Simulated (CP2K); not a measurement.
**GFN1-xTB run of BN2H3O (SMILES NBN=O)**

Aim: the vertical electron affinity of BN2H3O at GFN1-xTB, from 2 runs. 

The results are computed with CP2K 2026.2.

1 further run of the same task is left out (it didn't finish).

### 1 Starting point

BN2H3O: 7 atoms, total charge 0, spin state singlet. As SMILES, `NBN=O`. The shape is that of a GFN2-xTB optimisation. This is one conformer, not always the lowest.

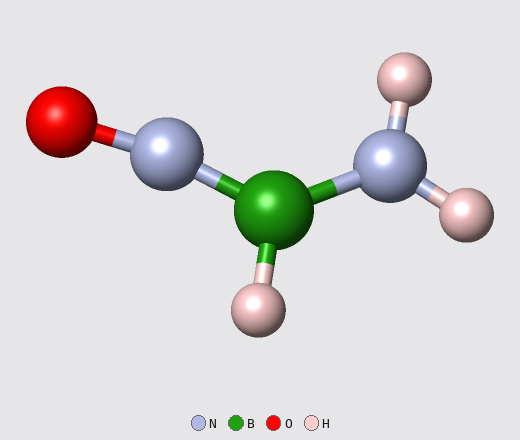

Viewed from a chosen angle; nitrogen light blue, boron green, oxygen red, hydrogen pink.

### 2 Energy and forces at GFN1-xTB

qs.inp

```
&GLOBAL
   PROJECT qs
   RUN_TYPE ENERGY_FORCE
   PRINT_LEVEL MEDIUM
&END GLOBAL

&FORCE_EVAL
   METHOD QS
   &DFT
      CHARGE 0
      MULTIPLICITY 1
      &QS
         METHOD XTB
         EPS_DEFAULT 1.0E-10
         &XTB
            GFN_TYPE TBLITE
            &TBLITE
               METHOD GFN1
            &END TBLITE
            CHECK_ATOMIC_CHARGES F
         &END XTB
      &END QS
      &POISSON
         PERIODIC NONE
         POISSON_SOLVER ANALYTIC
      &END POISSON
      &SCF
         SCF_GUESS ATOMIC
         EPS_SCF 1.0E-06
         MAX_SCF 150
         ADDED_MOS 8
         &DIAGONALIZATION
            ALGORITHM STANDARD
         &END DIAGONALIZATION
         &MIXING
            METHOD DIRECT_P_MIXING
            ALPHA 0.4
         &END MIXING
         &SMEAR ON
            METHOD FERMI_DIRAC
            ELECTRONIC_TEMPERATURE [K] 300
         &END SMEAR
      &END SCF
      &PRINT
         &MOMENTS
            PERIODIC F
            REFERENCE COM
            MAX_MOMENT 1
         &END MOMENTS
         &MO ON
            ENERGIES T
            OCCUPATION_NUMBERS T
            NDIGITS 6
            &EACH
               QS_SCF 0
            &END EACH
            ADD_LAST NUMERIC
         &END MO
         &HIRSHFELD OFF
         &END HIRSHFELD
      &END PRINT
   &END DFT
   &SUBSYS
      &CELL
         ABC [angstrom] 12.6 13.3 12.5
         PERIODIC NONE
      &END CELL
      &COORD
         N      5.523785     7.654960     6.072055
         B      6.572425     6.716650     5.965185
         N      6.988955     5.840930     6.869845
         O      7.577925     5.017300     7.523655
         H      5.281695     8.282700     5.330675
         H      5.022075     7.817720     6.924415
         H      7.193795     6.567530     4.976345
      &END COORD
   &END SUBSYS
   &PRINT
      &FORCES ON
      &END FORCES
   &END PRINT
&END FORCE_EVAL
```

Started as:

```console
$ OMP_NUM_THREADS=1 cp2k.psmp -i qs.inp > qs.out 2>&1
```

Output (excerpt; [...] marks lines left out):

```text
CP2K| version string:                                       CP2K version 2026.2
[...]
 GLOBAL| Method name                                                        CP2K
[...]
 GLOBAL| Run type                                                   ENERGY_FORCE
[...]
                             - Atoms:                                          7
[...]
                             - Spherical basis functions:                     22
[...]
 Number of electrons:                                                         22
[...]
  *** SCF run converged in    14 steps ***
[...]
  Fermi energy:                                                -0.36416849334793
[...]
 TB_DIPOLE| Moment [Debye]         -1.78064410       2.61914122      -1.70934633
 TB_DIPOLE| Derivative [a.u.]       0.00000000       0.00000000       0.00000000
[...]
 ENERGY| Total FORCE_EVAL ( QS ) energy [hartree]            -14.024659836117149
 FORCES| Atomic forces [hartree/bohr]
 FORCES|   Atom     x               y               z               |f|
 FORCES|      1 -4.91189030E-03  2.89097601E-03  3.15677905E-03   6.51534056E-03
 FORCES|      2 -3.90288395E-03  1.22658505E-02 -1.18717588E-02   1.75106324E-02
 FORCES|      3  6.56195767E-03 -1.64706595E-02  1.63329933E-02   2.41061938E-02
 FORCES|      4 -3.06294483E-03  4.97615711E-03 -2.93728569E-03   6.53998607E-03
 FORCES|      5  1.97785741E-03 -1.61668797E-03 -6.39716626E-04   2.63340792E-03
 FORCES|      6  1.01123290E-03 -1.28312624E-03  3.69258806E-04   1.67492000E-03
 FORCES|      7  2.32667111E-03 -7.62509928E-04 -4.41027003E-03   5.04433361E-03
 FORCES| Sum    -6.07153217E-18 -8.82540568E-17 -1.73472348E-18
 FORCES| Total atomic force                                       8.84796661E-17
[...]
```

Wall time 0.47 s (1 thread of Arm Neoverse N1, shared host); peak memory 0.14 GiB.

### 3 The doublet anion

molecule.inp

```
&GLOBAL
 PROJECT_NAME molecule
 RUN_TYPE ENERGY_FORCE
 PRINT_LEVEL MEDIUM
&END

&FORCE_EVAL
 METHOD QS
 &DFT
  CHARGE -1
  MULTIPLICITY 2
  UKS T
  &QS
   METHOD XTB
   EPS_DEFAULT 1.0E-10
   &XTB
    GFN_TYPE TBLITE
    &TBLITE
     METHOD GFN1
    &END
    CHECK_ATOMIC_CHARGES F
   &END
  &END
  &POISSON
   PERIODIC NONE
   POISSON_SOLVER ANALYTIC
  &END
  &SCF
   SCF_GUESS ATOMIC
   EPS_SCF 1.0E-06
   MAX_SCF 150
   ADDED_MOS 8
   &DIAGONALIZATION
    ALGORITHM STANDARD
   &END
   &MIXING
    METHOD DIRECT_P_MIXING
    ALPHA 0.4
   &END
   &SMEAR ON
    METHOD FERMI_DIRAC
    ELECTRONIC_TEMPERATURE [K] 300
   &END
  &END
  &PRINT
   &MOMENTS
    PERIODIC F
    REFERENCE COM
    MAX_MOMENT 1
   &END
   &MO ON
    ENERGIES T
    OCCUPATION_NUMBERS T
    NDIGITS 6
    &EACH
     QS_SCF 0
    &END
    ADD_LAST NUMERIC
   &END
   &HIRSHFELD OFF
   &END
  &END
 &END
 &SUBSYS
  &CELL
   ABC 12.6 13.3 12.5
   PERIODIC NONE
  &END
  &COORD
   N      5.523785     7.654960     6.072055
   B      6.572425     6.716650     5.965185
   N      6.988955     5.840930     6.869845
   O      7.577925     5.017300     7.523655
   H      5.281695     8.282700     5.330675
   H      5.022075     7.817720     6.924415
   H      7.193795     6.567530     4.976345
  &END
 &END
 &PRINT
  &FORCES ON
  &END
 &END
&END
```

Started as:

```console
$ OMP_NUM_THREADS=1 cp2k.psmp -i molecule.inp > molecule.out 2>&1
```

Output (excerpt; [...] marks lines left out):

```text
CP2K| version string:                                       CP2K version 2026.2
[...]
 GLOBAL| Method name                                                        CP2K
[...]
 GLOBAL| Run type                                                   ENERGY_FORCE
[...]
                             - Atoms:                                          7
[...]
                             - Spherical basis functions:                     22
[...]
 Number of electrons:                                                         12
[...]
  *** SCF run converged in    17 steps ***
[...]
  Fermi energy:                                                -0.03335317274847
[...]
 TB_DIPOLE| Moment [Debye]         -2.36765557       2.78000347      -0.90411989
 TB_DIPOLE| Derivative [a.u.]       0.00000000       0.00000000       0.00000000
[...]
 ENERGY| Total FORCE_EVAL ( QS ) energy [hartree]            -14.222571488850315
 FORCES| Atomic forces [hartree/bohr]
 FORCES|   Atom     x               y               z               |f|
 FORCES|      1 -4.04098442E-02  3.21546280E-02  6.38287272E-03   5.20347641E-02
 FORCES|      2  4.52360716E-02 -3.67428403E-02 -7.19284988E-03   5.87203166E-02
 FORCES|      3 -7.58184616E-02  8.63546227E-02 -4.19159471E-02   1.22321325E-01
 FORCES|      4  6.61852266E-02 -9.19943806E-02  7.15520772E-02   1.34026677E-01
 FORCES|      5  1.97239587E-03 -9.72634363E-04 -7.09754694E-04   2.31086884E-03
 FORCES|      6  1.32152618E-03 -1.08660846E-03  1.14164832E-03   2.05682043E-03
 FORCES|      7  1.51308551E-03  1.22872130E-02 -2.92580466E-02   3.17694558E-02
 FORCES| Sum    -3.72965547E-17 -7.45931095E-17 -1.21430643E-16
 FORCES| Total atomic force                                       1.47311120E-16
[...]
```

Wall time 0.51 s (1 thread of Arm Neoverse N1, shared host); peak memory 0.14 GiB.

### 4 Outcome

Level: GFN1-xTB.

```
                                                 quantity         value
                             singlet BN2H3O: total energy  -14.02466 Eh
singlet BN2H3O: dipole moment (from atomic charges alone)        3.60 D
                              singlet BN2H3O: HOMO energy     -10.36 eV
                              singlet BN2H3O: LUMO energy      -9.46 eV
                            singlet BN2H3O: HOMO–LUMO gap       0.91 eV
                 singlet BN2H3O: largest force on an atom    1.240 eV/Å
                              doublet anion: total energy  -14.22257 Eh
        doublet anion: HOMO energy (highest over α and β)      -1.29 eV
         doublet anion: LUMO energy (lowest over α and β)      -0.52 eV
                  doublet anion: largest force on an atom    6.892 eV/Å
        vertical electron affinity (to the doublet anion)      5.385 eV
```

What this shows: At fixed nuclei the extra electron is bound by 5.39 eV (124 kcal/mol). The largest force (singlet BN2H3O) is 1.24 eV/Å: the shape isn't a stationary point for this species at this level. A minimal valence basis can't be trusted even for the sign of an electron affinity. xTB total energies overstate such differences by several eV unless an empirical shift is taken off; none is applied here. The dipole (singlet BN2H3O) comes from point charges on the atoms alone, without atomic dipoles, so it is partial.
